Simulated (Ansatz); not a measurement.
# What a change does: single-point calculation on C2H7Si

System: C2H7Si, multiplicity 2.
Method of run 1: UKS PBE0-D4/def2-TZVP (Ansatz 0.2.0).

Text and figures count atoms from 1; the logs count them from 0 in places.

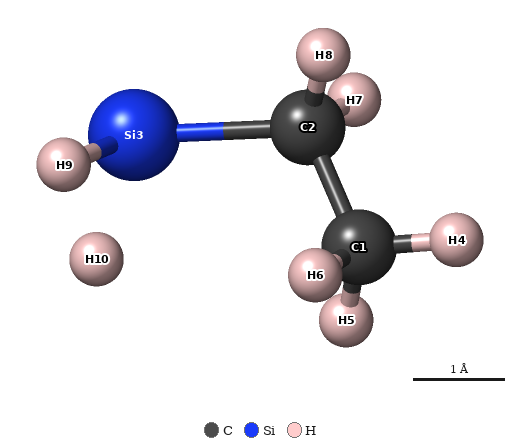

Fig. 1: The input geometry (ball-and-stick view, seen at a tilt; atoms are numbered from 1 in the order of the input). Sticks are drawn by distance; a stretched bond gets none, so the picture shows separate pieces. Bond lengths as drawn: C–C 1.53 Å, C–H 1.09 Å, C–Si 1.95 Å and H–Si 1.49 Å.

## Input, run 1
```yaml
crystal:
  periodic: [false, false, false]
  atoms:
    - { symbol: C, position_ang: [-0.795441, 0.52842, -0.645543] }
    - { symbol: C, position_ang: [-0.15361, -0.7458, -0.096434] }
    - { symbol: Si, position_ang: [1.368588, -0.392527, 1.073358] }
    - { symbol: H, position_ang: [-1.643551, 0.295539, -1.296188] }
    - { symbol: H, position_ang: [-0.082058, 1.114562, -1.229904] }
    - { symbol: H, position_ang: [-1.163113, 1.168862, 0.159813] }
    - { symbol: H, position_ang: [0.186368, -1.386768, -0.916026] }
    - { symbol: H, position_ang: [-0.88757, -1.332587, 0.464937] }
    - { symbol: H, position_ang: [0.963289, 0.406957, 2.266321] }
    - { symbol: H, position_ang: [2.839432, 0.586346, 0.0921] }
magnetization:
  spin_polarized: true
  initial_magnetization: 1
basis:
  gaussian: { orbitals: def2-TZVP }
hamiltonian:
  xc: pbe0
  dispersion: d4
output:
  forces: true
```

Launched with:
```bash
ansatz run input.yaml --threads 1 --pin off --max-ram 2560MiB --backend cpu --events-out ev --progress --plain --runs-dir out
```

Hardware: 1 thread of Arm Neoverse V2, 112 GiB of memory available, shared host.

## Output (run 1)
```
Engine: ansatz 0.2.0, aarch64-unknown-linux-gnu
Functional definition: PBE0
  parameter a = 0.25
  parameter kappa = 0.804
  parameter beta = 0.06672455060314922
  exchange = (1 - a)*pbe_x(kappa = kappa, mu = beta*pi^2/3) + a*exact_x
  correlation = pbe_c(beta = beta)
936 factors; their error is unknown
mean field evaluation 1: about -10050.4424 eV, gradient 4.0e1 eV
mean field evaluation 2: about -10041.0493 eV, gradient 5.5e1 eV
mean field evaluation 4: about -10058.1278 eV, gradient 1.8e0 eV
mean field evaluation 8: about -10058.1440 eV, gradient 4.5e-2 eV
mean field evaluation 16: about -10058.1645 eV, gradient 2.3e-4 eV
mean field -10058.16445055 eV, -369.6307258889 hartree, gradient 2.8e-5 eV, S^2 0.752618; 0 other end points of the search recorded, 0 dependent functions left out
the calculation of the forces begins
reference -10058.16448246 eV, -369.6307270615 hartree; 17, 16 occupied and 124, 125 virtual orbitals, 936 factors
Total energy: -10058.31746170 eV, -369.6363489450 hartree
Atom 0 at    -0.795441     0.528420    -0.645543 Å, force     0.082549     0.018555     0.065024 eV/Å
Atom 1 at    -0.153610    -0.745800    -0.096434 Å, force     0.648221     0.306893     0.318524 eV/Å
Atom 2 at     1.368588    -0.392527     1.073358 Å, force     1.483638     1.001454    -2.044314 eV/Å
Atom 3 at    -1.643551     0.295539    -1.296188 Å, force     0.002890    -0.029309     0.009113 eV/Å
Atom 4 at    -0.082058     1.114562    -1.229904 Å, force    -0.000923    -0.015503     0.007209 eV/Å
Atom 5 at    -1.163113     1.168862     0.159813 Å, force    -0.009212     0.000878    -0.006714 eV/Å
Atom 6 at     0.186368    -1.386768    -0.916026 Å, force     0.075655     0.032020     0.062658 eV/Å
Atom 7 at    -0.887570    -1.332587     0.464937 Å, force     0.074825     0.006898     0.132465 eV/Å
Atom 8 at     0.963289     0.406957     2.266321 Å, force    -0.007354     0.118524    -0.044113 eV/Å
Atom 9 at     2.839432     0.586346     0.092100 Å, force    -2.350289    -1.440410     1.500149 eV/Å
Dipole moment:    -0.325458    -0.104530    -0.042751 e Å
```

The input of run 2 differs as follows (lines with − go, lines with + come):
```diff
-    - { symbol: Si, position_ang: [1.368588, -0.392527, 1.073358] }
+    - { symbol: Si, position_ang: [1.561202, -0.347825, 1.22138] }
-    - { symbol: H, position_ang: [0.963289, 0.406957, 2.266321] }
-    - { symbol: H, position_ang: [2.839432, 0.586346, 0.0921] }
+    - { symbol: H, position_ang: [1.155903, 0.451659, 2.414343] }
+    - { symbol: H, position_ang: [2.715462, 0.420356, 0.451328] }
```

How does run 2 compare with run 1?

With the same method and basis, run 2 lies 13.9 kcal/mol lower. The largest force goes from 3.138 to 2.482 eV/Å.

## Output (run 2)
```
Engine: ansatz 0.2.0, aarch64-unknown-linux-gnu
Functional definition: PBE0
  parameter a = 0.25
  parameter kappa = 0.804
  parameter beta = 0.06672455060314922
  exchange = (1 - a)*pbe_x(kappa = kappa, mu = beta*pi^2/3) + a*exact_x
  correlation = pbe_c(beta = beta)
936 factors; their error is unknown
mean field evaluation 1: about -10050.7856 eV, gradient 4.0e1 eV
mean field evaluation 2: about -10037.9321 eV, gradient 5.9e1 eV
mean field evaluation 4: about -10058.7183 eV, gradient 2.9e0 eV
mean field evaluation 8: about -10058.7616 eV, gradient 5.3e-2 eV
mean field evaluation 16: about -10058.7818 eV, gradient 4.0e-4 eV
mean field -10058.78180476 eV, -369.6534132378 hartree, gradient 3.2e-5 eV, S^2 0.752799; 0 other end points of the search recorded, 0 dependent functions left out
the calculation of the forces begins
reference -10058.78183781 eV, -369.6534144524 hartree; 17, 16 occupied and 124, 125 virtual orbitals, 936 factors
Total energy: -10058.91977931 eV, -369.6584837090 hartree
Atom 0 at    -0.795441     0.528420    -0.645543 Å, force     0.354762    -0.038242     0.276881 eV/Å
Atom 1 at    -0.153610    -0.745800    -0.096434 Å, force     1.397317     0.540362     1.047569 eV/Å
Atom 2 at     1.561202    -0.347825     1.221380 Å, force    -1.115437    -0.019507    -2.216754 eV/Å
Atom 3 at    -1.643551     0.295539    -1.296188 Å, force    -0.013967    -0.065825    -0.007474 eV/Å
Atom 4 at    -0.082058     1.114562    -1.229904 Å, force    -0.023424     0.001405    -0.013435 eV/Å
Atom 5 at    -1.163113     1.168862     0.159813 Å, force    -0.021066     0.003650    -0.020094 eV/Å
Atom 6 at     0.186368    -1.386768    -0.916026 Å, force     0.258823     0.073736     0.164703 eV/Å
Atom 7 at    -0.887570    -1.332587     0.464937 Å, force     0.223661     0.071754     0.214109 eV/Å
Atom 8 at     1.155903     0.451659     2.414343 Å, force    -0.044151     0.035921    -0.049866 eV/Å
Atom 9 at     2.715462     0.420356     0.451328 Å, force    -1.016519    -0.603255     0.604360 eV/Å
Dipole moment:    -0.131047    -0.020116    -0.071578 e Å
```

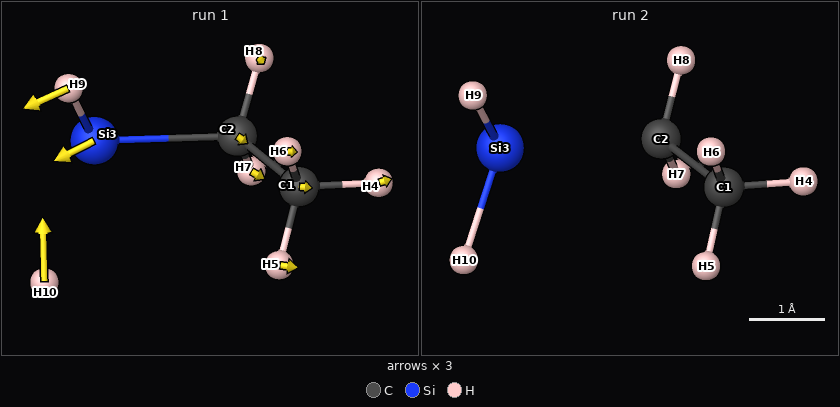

Fig. 2: The two input geometries at one scale (ball-and-stick view, seen at a tilt). The yellow arrows on the first give the shifts of the atoms after the best rigid fit, magnified 3 times. The largest move after the best rigid fit is that of H10, 0.30 Å. Largest moves by element: H 0.30 Å, Si 0.22 Å, C 0.07 Å. Among the contacts that change: Si3–H10 2.021 → 1.586 Å, C2–Si3 1.952 → 2.199 Å.

## The two runs side by side

| quantity | run 1 | run 2 |
| --- | --- | --- |
| outcome | converged | converged |
| total energy (hartree) | −369.636349 | −369.658484 |
| ⟨S²⟩ | 0.753 | 0.753 |
| largest force (eV/Å) | 3.138 | 2.482 |
| basis functions | 141 | 141 |
| wall time (shared host) | 8 s | 7.6 s |
